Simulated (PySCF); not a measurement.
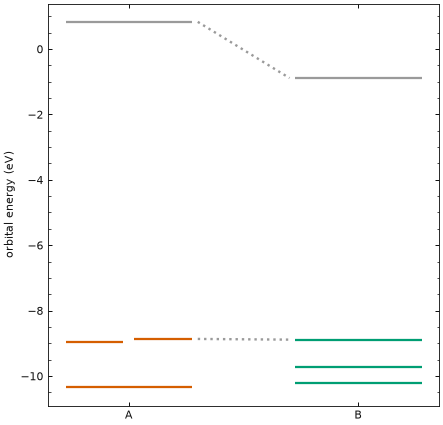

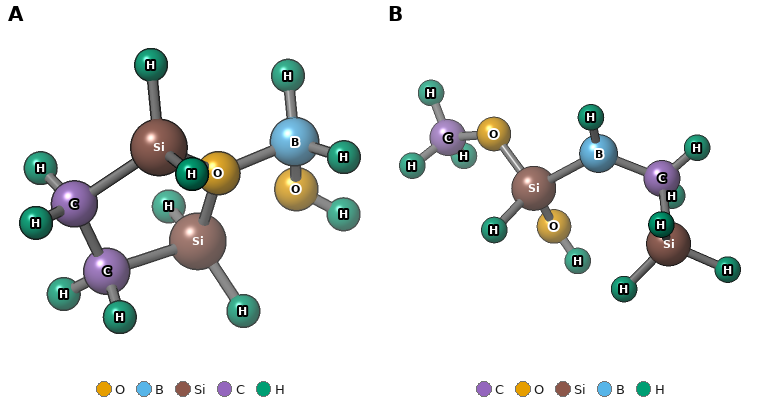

Related molecules: A is C₂H₁₁BO₂Si₂, SMILES O[BH2-][O+]1[SiH2]CC[SiH2]1; B is C₂H₁₁BO₂Si₂, SMILES CO[Si@@H](O)BC[SiH3]. Frontier orbital energies, CAM-B3LYP/def2-SVPD in PySCF, at a GFN2-xTB geometry (no frequency check); drawn are at most three filled levels and, in grey, the LUMO with any level within 0.03 eV of it; dotted lines join the HOMOs and the LUMOs.

**What does the change do to the frontier levels?**

From A to B the HOMO hardly moves and the LUMO falls by 1.72 eV, so the separation goes from 9.70 to 8.00 eV.

Caveats, for all or some of the runs: empty levels above zero depend strongly on the basis; one conformer of a flexible molecule; the tight-binding geometry is rougher than a DFT one and adds to the error.
